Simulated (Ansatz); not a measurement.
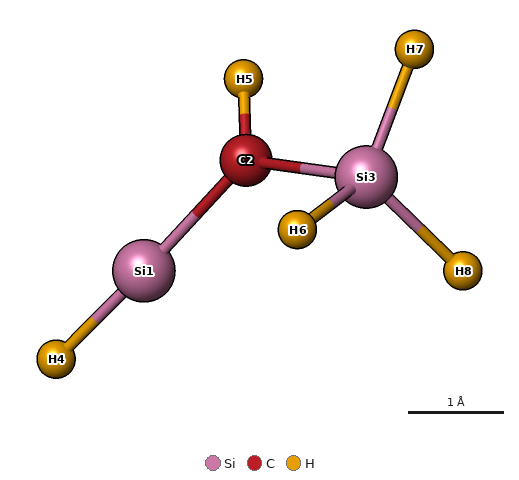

**Figure 1.** The structure as given in the input (ball-and-stick view, seen at a tilt; atoms are numbered from 1 in the order of the input). Bond lengths as drawn: C–H 1.02 Å, C–Si 1.71 to 1.94 Å and H–Si 1.44 to 1.50 Å.

**CH₅Si₂: one change and its effect**

System: CH₅Si₂, charge +1, SMILES [SiH+]=C[SiH3].
Method of run 1: RHF-CCSD(T), frozen core/def2-TZVPP (Ansatz 0.2.0).

The geometry: displaced from a GFN2-xTB structure. Text and figures count atoms from 1; the logs count them from 0 in places.

The input, run 1:
```yaml
crystal:
  periodic: [false, false, false]
  atoms:
    - {symbol: Si, position_ang: [-1.330100, 0.660100, -1.314500]}
    - {symbol: C, position_ang: [0.208900, 0.323300, -0.656400]}
    - {symbol: Si, position_ang: [0.639400, -0.474600, 1.055200]}
    - {symbol: H, position_ang: [-2.591000, 0.964100, -1.931500]}
    - {symbol: H, position_ang: [0.957800, 0.533300, -1.317700]}
    - {symbol: H, position_ang: [-0.116900, 0.257800, 2.051900]}
    - {symbol: H, position_ang: [2.087500, -0.358500, 1.119900]}
    - {symbol: H, position_ang: [0.136200, -1.889100, 0.982600]}
basis:
  gaussian: {orbitals: def2-TZVPP}
total_charge: 1
correlation: {method: ccsd_t}
output: {forces: true}
```

Hardware: 4 CPU threads, shared host.

Output (run 1):
```
Functional definition: HF
  exchange = exact_x
  correlation = 0
1056 factors; integrals over basis functions are off by at most 8.9e-4 eV
mean field evaluation 1: about -16815.9489 eV, gradient 5.3e1 eV
mean field evaluation 2: about -16816.1172 eV, gradient 5.3e1 eV
mean field evaluation 4: about -16824.1949 eV, gradient 5.2e0 eV
mean field evaluation 8: about -16824.3982 eV, gradient 7.5e-1 eV
mean field evaluation 16: about -16824.4066 eV, gradient 1.7e-6 eV
mean field evaluation 32: about -16818.2984 eV, gradient 1.2e0 eV
mean field -16824.40661781 eV, -618.2855392121 hartree, gradient 1.8e-6 eV, S^2 0.000000; 0 other end points of the search recorded, 0 dependent functions left out; unrestricted orbitals would lower it
11 core orbitals not correlated: weight in the atoms' cores, before any rotation towards them, 1.000 or more for the frozen orbitals, at most 0.000 for the correlated occupied ones
reference -16824.40661781 eV, -618.2855392121 hartree; 8, 8 occupied and 166, 166 virtual orbitals, 1056 factors
second order -10.48595431 eV of doubles, -0.00000000 eV of singles
cycle   1  -11.10311456 eV  change   -6.2e-1 eV  update   1.0e-1
cycle   2  -11.52201593 eV  change   -4.2e-1 eV  update   3.5e-2
cycle   3  -11.63123839 eV  change   -1.1e-1 eV  update   2.0e-2
cycle   4  -11.62570517 eV  change    5.5e-3 eV  update   5.9e-3
cycle   5  -11.62451947 eV  change    1.2e-3 eV  update   3.2e-3
cycle   6  -11.62433422 eV  change    1.9e-4 eV  update   1.1e-3
cycle   7  -11.62428015 eV  change    5.4e-5 eV  update   5.3e-4
cycle   8  -11.62440230 eV  change   -1.2e-4 eV  update   2.5e-4
cycle   9  -11.62439996 eV  change    2.3e-6 eV  update   9.1e-5
cycle  10  -11.62434613 eV  change    5.4e-5 eV  update   3.4e-5
cycle  11  -11.62434043 eV  change    5.7e-6 eV  update   1.8e-5
cycle  12  -11.62434439 eV  change   -4.0e-6 eV  update   1.1e-5
cycle  13  -11.62434997 eV  change   -5.6e-6 eV  update   7.3e-6
cycle  14  -11.62435536 eV  change   -5.4e-6 eV  update   3.8e-6
cycle  15  -11.62435342 eV  change    1.9e-6 eV  update   1.6e-6
perturbative correction -0.54845340 eV, -0.0201552908 hartree
the calculation of the forces begins
Total energy: -16836.57942463 eV, -618.7328816117 hartree
Atom 0 at    -1.330100     0.660100    -1.314500 Å, force     1.694194    -0.290352     0.482296 eV/Å
Atom 1 at     0.208900     0.323300    -0.656400 Å, force    -3.227424    -0.484169     1.617784 eV/Å
Atom 2 at     0.639400    -0.474600     1.055200 Å, force    -0.443379    -0.791304    -0.478748 eV/Å
Atom 3 at    -2.591000     0.964100    -1.931500 Å, force    -0.745997     0.143337    -0.179975 eV/Å
Atom 4 at     0.957800     0.533300    -1.317700 Å, force     2.274358     0.611258    -1.909102 eV/Å
Atom 5 at    -0.116900     0.257800     2.051900 Å, force    -0.105746     0.290721     0.338129 eV/Å
Atom 6 at     2.087500    -0.358500     1.119900 Å, force     0.270723     0.045874     0.115759 eV/Å
Atom 7 at     0.136200    -1.889100     0.982600 Å, force     0.283272     0.474634     0.013857 eV/Å
Dipole moment:    -0.755280     0.362881    -0.728110 e Å
```

For run 2 the input was changed thus:
```diff
-correlation: {method: ccsd_t}
+hamiltonian: {xc: {name: wB97M-V}}
```

How does run 2 compare with run 1?

The total energies belong to different methods, so their difference says nothing on which is more stable or more accurate. The largest force goes from 3.643 to 4.201 eV/Å.

Output (run 2):
```
Functional definition: wB97M-V
  parameter omega = 0.3/bohr
  parameter cx = 0.15
  parameter cx01 = 1.007
  parameter cx10 = 0.259
  parameter css00 = 0.443
  parameter css04 = -1.437
  parameter css10 = -4.535
  parameter css20 = -3.390
  parameter css43 = 4.278
  parameter cos00 = 1.000
  parameter cos10 = 1.358
  parameter cos20 = 2.924
  parameter cos21 = -8.812
  parameter cos60 = -1.390
  parameter cos61 = 9.142
  parameter b = 6.0
  parameter c = 0.01
  gx(w, u) = 1 - cx + cx01*u + cx10*w
  gss(w, u) = css00 + css04*u^4 + css10*w + css20*w^2 + css43*w^4*u^3
  gos(w, u) = cos00 + cos10*w + (cos20 + cos21*u)*w^2 + (cos60 + cos61*u)*w^6
  exchange = spin_sum(e_x_unif_sr(omega)*gx(b97_w, b97_u_x)) + cx*exact_x_sr(omega) + exact_x_lr(omega)
  correlation = spin_sum(e_c_pw_mod_same_spin*gss(b97_w, b97_u_same))
      + integral(e_c_pw_mod_opposite_spin*gos(b97_w_opposite, b97_u_opposite)) + vv10(b, c)
1057 factors; their error is unknown
248 factors; integrals over basis functions are off by at most 2.5e-5 eV
mean field evaluation 1: about -16847.9051 eV, gradient 7.2e1 eV
mean field evaluation 2: about -16817.9408 eV, gradient 1.1e2 eV
mean field evaluation 4: about -16861.3018 eV, gradient 3.0e0 eV
mean field evaluation 8: about -16861.3663 eV, gradient 2.6e-1 eV
mean field evaluation 16: about -16861.3715 eV, gradient 4.7e-4 eV
mean field -16861.37145260 eV, -619.6439718349 hartree, gradient 2.8e-5 eV, S^2 0.000000; 0 other end points of the search recorded, 0 dependent functions left out
the calculation of the forces begins
reference -16861.37150585 eV, -619.6439737918 hartree; 19, 19 occupied and 166, 166 virtual orbitals, 1057 factors
Total energy: -16861.37150585 eV, -619.6439737918 hartree
Atom 0 at    -1.330100     0.660100    -1.314500 Å, force     2.372585    -0.448420     0.808616 eV/Å
Atom 1 at     0.208900     0.323300    -0.656400 Å, force    -3.962606    -0.362184     1.346163 eV/Å
Atom 2 at     0.639400    -0.474600     1.055200 Å, force    -0.453884    -0.721765    -0.593280 eV/Å
Atom 3 at    -2.591000     0.964100    -1.931500 Å, force    -0.591276     0.115112    -0.129175 eV/Å
Atom 4 at     0.957800     0.533300    -1.317700 Å, force     2.213248     0.596299    -1.852241 eV/Å
Atom 5 at    -0.116900     0.257800     2.051900 Å, force    -0.065412     0.241111     0.281698 eV/Å
Atom 6 at     2.087500    -0.358500     1.119900 Å, force     0.178966     0.032894     0.115503 eV/Å
Atom 7 at     0.136200    -1.889100     0.982600 Å, force     0.308380     0.546953     0.022716 eV/Å
Dipole moment:    -0.805156     0.379255    -0.762055 e Å
```

The two runs side by side:

| quantity | run 1 | run 2 |
| --- | --- | --- |
| outcome | converged | converged |
| total energy (hartree) | −618.732882 | −619.643974 |
| largest force (eV/Å) | 3.643 | 4.201 |
| basis functions | 185 | 185 |
| wall time (shared host) | 56 s | 3.7 s |
